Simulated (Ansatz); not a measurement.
# Molecular dynamics of ZrH₂Cl₃F (part 3 of 3)

The same run, continued: ZrH₂Cl₃F; RKS B3LYP/def2-SVP (Ansatz 0.2.0). It belongs to a series of runs on one base structure; here: dynamics from the highest image of the converged band.

Geometry of the input (Å):
```
Zr 0.3650  0.2335  -0.2224
Cl -0.6319  0.9069  2.5581
Cl 1.8089  -0.1094  -2.0311
Cl -1.3470  1.6574  -0.9929
F  -0.0974  -1.5056  0.3737
H  1.6132  1.0880  0.8763
H  0.6097  1.2817  2.3589
```

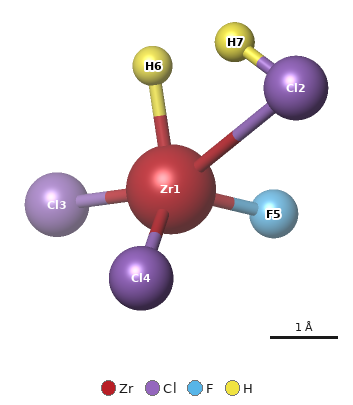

*The geometry at step 92 of the log (ball-and-stick view, seen at a tilt; atoms are numbered from 1 in the order of the input).*

The program's output, continued
```
md step   199: t =    99.50 fs  T =  1002.3 K  F+E_penalty+E_count = -41592.70797328 eV  E_kin = 0.647776 eV  conserved = -41592.06019681 eV  (34 SCF iters)
these checks for a lower state are left out or cut short: starts, cluster_reference, orbital_swaps, neighbouring_geometries, increment
1116 factors; integrals over basis functions are off by at most 4.4e-4 eV
mean field -41592.73255533 eV, -1528.5047288417 hartree, gradient 1.0e-5 eV, S^2 0.000000; 0 other end points of the search recorded, 0 dependent functions left out
the calculation of the forces begins
reference -41592.73288873 eV, -1528.5047410940 hartree; 37, 37 occupied and 72, 72 virtual orbitals, 1116 factors
1116 factors; integrals over basis functions are off by at most 4.4e-4 eV
mean field -41592.73255533 eV, -1528.5047288417 hartree, gradient 1.0e-5 eV, S^2 0.000000; 1 other end points of the search recorded, 0 dependent functions left out
the calculation of the forces begins
reference -41592.73288873 eV, -1528.5047410940 hartree; 37, 37 occupied and 72, 72 virtual orbitals, 1116 factors
md step   200: t =   100.00 fs  T =  1040.3 K  F+E_penalty+E_count = -41592.73255533 eV  E_kin = 0.672346 eV  conserved = -41592.06020904 eV  (30 SCF iters)
```

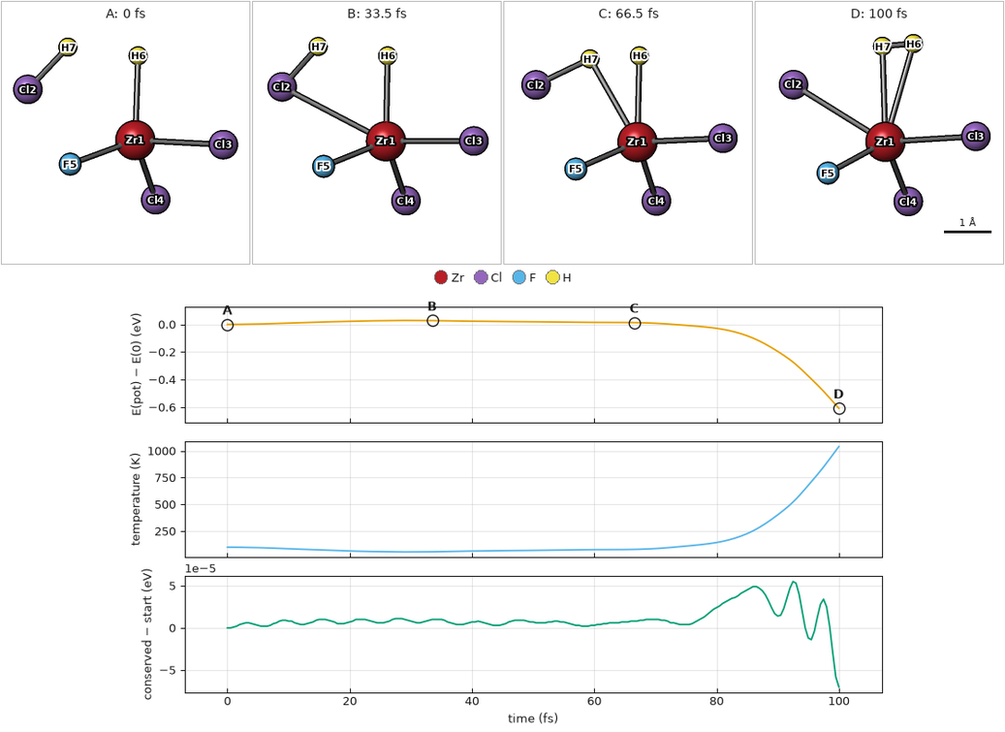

*Frames of the molecular dynamics (ball-and-stick, seen at a tilt) above the curves, on which the letters mark them.*

The trajectory kept here has 201 frames over 100 fs. The temperature starts at 100 K, ranges from 55 to 1040 K and averages 243 K over the second half. The potential energy ends 0.608 eV below its first value. The conserved quantity stays within 0.00013 eV. After an unweighted best fit of the last frame on the first, the root-mean-square displacement is 0.46 Å, and H7 has moved furthest (0.92 Å).

```
Total energy: -41592.73288873 eV, -1528.5047410940 hartree
Atom 0 at     0.258704     0.233759    -0.161769 Å, force    -0.145405     0.165095     1.881214 eV/Å
Atom 1 at    -0.422952     0.913570     2.395982 Å, force     0.638501    -0.485943    -1.691397 eV/Å
Atom 2 at     1.943273    -0.059914    -1.877097 Å, force    -0.462588     0.240175     0.670963 eV/Å
Atom 3 at    -1.393396     1.614211    -1.000483 Å, force    -0.182635     0.015007    -0.431058 eV/Å
Atom 4 at    -0.202090    -1.557408     0.178075 Å, force    -0.111568    -0.018189    -0.294258 eV/Å
Atom 5 at     1.962651     1.416795     0.710841 Å, force     0.096887     0.035098    -0.197092 eV/Å
Atom 6 at     1.408101     1.450869     1.274358 Å, force     0.166807     0.048756     0.061629 eV/Å
Dipole moment:     0.396005     0.179116    -0.260031 e Å
```

Trajectory as extended XYZ (Å, eV, eV/Å), 14 of the 201 frames kept, from step=0 to step=200
```
7
Properties=species:S:1:pos:R:3:forces:R:3 step=0 time_fs=0.0 energy=-41592.12477 temperature=100.0
Zr    0.3650    0.2335   -0.2224    0.0084   0.0155  -0.0041
Cl   -0.6319    0.9069    2.5581    0.0205   0.0066  -0.0051
Cl    1.8089   -0.1094   -2.0311    0.0013  -0.0016  -0.0005
Cl   -1.3470    1.6574   -0.9929   -0.0024   0.0030  -0.0004
F    -0.0974   -1.5056    0.3737   -0.0037  -0.0174   0.0051
H     1.6132    1.0880    0.8763   -0.0079   0.0002   0.0000
H     0.6097    1.2817    2.3589   -0.0162  -0.0063   0.0050
7
Properties=species:S:1:pos:R:3:forces:R:3 step=15 time_fs=7.5 energy=-41592.11899 temperature=91.1
Zr    0.3540    0.2345   -0.2202    0.2171  -0.0668  -0.1625
Cl   -0.6166    0.9140    2.5527    0.0456  -0.0010   0.0153
Cl    1.8315   -0.1134   -2.0256   -0.1814   0.0633   0.2020
Cl   -1.3595    1.6600   -0.9909    0.0160  -0.0080   0.0043
F    -0.0939   -1.5144    0.3560   -0.0343   0.0140   0.0064
H     1.6046    1.0454    0.9083    0.0347   0.0096  -0.0484
H     0.6557    1.2027    2.3790   -0.0975  -0.0110  -0.0171
7
Properties=species:S:1:pos:R:3:forces:R:3 step=31 time_fs=15.5 energy=-41592.10724 temperature=72.9
Zr    0.3437    0.2350   -0.2188    0.3833  -0.1449  -0.3170
Cl   -0.6006    0.9214    2.5474   -0.1833  -0.0629   0.0437
Cl    1.8525   -0.1167   -2.0164   -0.3265   0.1108   0.3330
Cl   -1.3725    1.6626   -0.9886    0.0386  -0.0183   0.0127
F    -0.0913   -1.5233    0.3373   -0.0598   0.0453   0.0179
H     1.6134    1.0052    0.9151    0.0318   0.0157  -0.0497
H     0.6828    1.1223    2.3882    0.1158   0.0542  -0.0405
7
Properties=species:S:1:pos:R:3:forces:R:3 step=46 time_fs=23.0 energy=-41592.09900 temperature=60.1
Zr    0.3363    0.2347   -0.2195    0.4419  -0.1636  -0.3701
Cl   -0.5867    0.9276    2.5429    0.0867  -0.0474  -0.0095
Cl    1.8672   -0.1180   -2.0026   -0.3847   0.1277   0.3469
Cl   -1.3841    1.6648   -0.9863    0.0710  -0.0350   0.0191
F    -0.0906   -1.5304    0.3203   -0.0753   0.0585   0.0323
H     1.6386    0.9767    0.8980   -0.0174   0.0202   0.0082
H     0.7152    1.0666    2.3780   -0.1221   0.0396  -0.0269
7
Properties=species:S:1:pos:R:3:forces:R:3 step=62 time_fs=31.0 energy=-41592.09636 temperature=56.1
Zr    0.3313    0.2333   -0.2225    0.3733  -0.1299  -0.3222
Cl   -0.5718    0.9333    2.5381   -0.0182  -0.0728  -0.0093
Cl    1.8765   -0.1173   -1.9823   -0.3374   0.1193   0.2432
Cl   -1.3952    1.6665   -0.9836    0.1122  -0.0594   0.0231
F    -0.0922   -1.5362    0.3033   -0.0870   0.0511   0.0498
H     1.6543    0.9578    0.8828   -0.0500   0.0241   0.0498
H     0.7273    1.0363    2.3484    0.0071   0.0676  -0.0345
7
Properties=species:S:1:pos:R:3:forces:R:3 step=77 time_fs=38.5 energy=-41592.10059 temperature=62.6
Zr    0.3288    0.2312   -0.2273    0.1841  -0.0514  -0.1086
Cl   -0.5581    0.9375    2.5334   -0.0725  -0.0777   0.0158
Cl    1.8801   -0.1148   -1.9595   -0.1878   0.0939   0.0556
Cl   -1.4039    1.6671   -0.9806    0.1540  -0.0902   0.0179
F    -0.0963   -1.5401    0.2887   -0.0911   0.0394   0.0516
H     1.6441    0.9532    0.8931   -0.0240   0.0220   0.0261
H     0.7367    1.0441    2.3012    0.0373   0.0640  -0.0586
7
Properties=species:S:1:pos:R:3:forces:R:3 step=92 time_fs=46.0 energy=-41592.10417 temperature=68.1
Zr    0.3274    0.2289   -0.2326   -0.0742   0.0471   0.2331
Cl   -0.5450    0.9405    2.5289    0.0381  -0.0539   0.0105
Cl    1.8808   -0.1109   -1.9359    0.0228   0.0584  -0.1771
Cl   -1.4103    1.6664   -0.9774    0.1898  -0.1194  -0.0001
F    -0.1029   -1.5429    0.2756   -0.0867   0.0317   0.0374
H     1.6224    0.9607    0.9163    0.0226   0.0223  -0.0291
H     0.7464    1.0835    2.2231   -0.1125   0.0137  -0.0746
7
Properties=species:S:1:pos:R:3:forces:R:3 step=108 time_fs=54.0 energy=-41592.10746 temperature=73.2
Zr    0.3253    0.2266   -0.2368   -0.3215   0.1196   0.5233
Cl   -0.5312    0.9428    2.5245   -0.1066  -0.0566   0.0138
Cl    1.8820   -0.1057   -1.9137    0.2225   0.0210  -0.3934
Cl   -1.4138    1.6636   -0.9740    0.2021  -0.1284  -0.0313
F    -0.1127   -1.5448    0.2627   -0.0753   0.0166   0.0266
H     1.6091    0.9824    0.9237    0.0103   0.0397  -0.0511
H     0.7267    1.1365    2.0936    0.0685  -0.0118  -0.0880
7
Properties=species:S:1:pos:R:3:forces:R:3 step=123 time_fs=61.5 energy=-41592.11001 temperature=77.2
Zr    0.3215    0.2253   -0.2376   -0.5182   0.1401   0.6570
Cl   -0.5189    0.9441    2.5200    0.1726  -0.0186  -0.2248
Cl    1.8865   -0.1005   -1.8989    0.3082   0.0060  -0.4732
Cl   -1.4140    1.6590   -0.9713    0.1879  -0.1241  -0.0773
F    -0.1241   -1.5462    0.2515   -0.0567  -0.0032   0.0154
H     1.6009    1.0269    0.9101   -0.0602   0.0806   0.0453
H     0.7137    1.1742    1.9335   -0.0336  -0.0807   0.0577
7
Properties=species:S:1:pos:R:3:forces:R:3 step=138 time_fs=69.0 energy=-41592.11438 temperature=83.9
Zr    0.3147    0.2247   -0.2346   -0.5601   0.1632   0.6762
Cl   -0.5047    0.9450    2.5124    0.1112  -0.0938  -0.3406
Cl    1.8955   -0.0951   -1.8912    0.2626   0.0254  -0.3822
Cl   -1.4114    1.6525   -0.9698    0.1365  -0.1088  -0.1395
F    -0.1371   -1.5477    0.2407   -0.0417  -0.0299   0.0077
H     1.5612    1.1092    0.9136   -0.0785   0.0258   0.0282
H     0.7054    1.1789    1.8010    0.1699   0.0181   0.1502
7
Properties=species:S:1:pos:R:3:forces:R:3 step=154 time_fs=77.0 energy=-41592.13844 temperature=121.2
Zr    0.3038    0.2252   -0.2268   -0.4954   0.2024   0.8543
Cl   -0.4875    0.9442    2.4985    0.0911  -0.2220  -0.4095
Cl    1.9093   -0.0889   -1.8891    0.0891   0.0763  -0.1342
Cl   -1.4063    1.6438   -0.9706    0.0466  -0.0761  -0.2274
F    -0.1523   -1.5501    0.2293   -0.0297  -0.0335  -0.0334
H     1.4933    1.2125    0.9319    0.2216  -0.0273  -0.0417
H     0.7787    1.1929    1.7356    0.0768   0.0803  -0.0081
7
Properties=species:S:1:pos:R:3:forces:R:3 step=169 time_fs=84.5 energy=-41592.19911 temperature=215.1
Zr    0.2906    0.2269   -0.2142   -0.2257   0.2330   1.2514
Cl   -0.4698    0.9401    2.4788    0.1839  -0.3219  -0.6725
Cl    1.9237   -0.0819   -1.8893   -0.1482   0.1312   0.1591
Cl   -1.4009    1.6344   -0.9749   -0.0551  -0.0268  -0.3138
F    -0.1675   -1.5533    0.2176   -0.0281   0.0127  -0.1224
H     1.5307    1.2938    0.9303    0.1729  -0.0714  -0.0239
H     0.8980    1.2458    1.6664    0.1002   0.0431  -0.2780
7
Properties=species:S:1:pos:R:3:forces:R:3 step=185 time_fs=92.5 energy=-41592.39742 temperature=521.9
Zr    0.2749    0.2301   -0.1924   -0.2718   0.0715   1.6961
Cl   -0.4480    0.9301    2.4460    0.2479  -0.4754  -1.2273
Cl    1.9365   -0.0722   -1.8867   -0.3368   0.2036   0.4640
Cl   -1.3959    1.6240   -0.9849   -0.1326   0.0049  -0.4008
F    -0.1846   -1.5562    0.2010   -0.0468   0.0676  -0.2629
H     1.6898    1.3504    0.8893    0.4282   0.0497  -0.4501
H     1.0945    1.3320    1.4653    0.1119   0.0781   0.1809
7
Properties=species:S:1:pos:R:3:forces:R:3 step=200 time_fs=100.0 energy=-41592.73256 temperature=1040.3
Zr    0.2587    0.2338   -0.1618   -0.1454   0.1651   1.8812
Cl   -0.4230    0.9136    2.3960    0.6385  -0.4859  -1.6914
Cl    1.9433   -0.0599   -1.8771   -0.4626   0.2402   0.6710
Cl   -1.3934    1.6142   -1.0005   -0.1826   0.0150  -0.4311
F    -0.2021   -1.5574    0.1781   -0.1116  -0.0182  -0.2943
H     1.9627    1.4168    0.7108    0.0969   0.0351  -0.1971
H     1.4081    1.4509    1.2744    0.1668   0.0488   0.0616
```
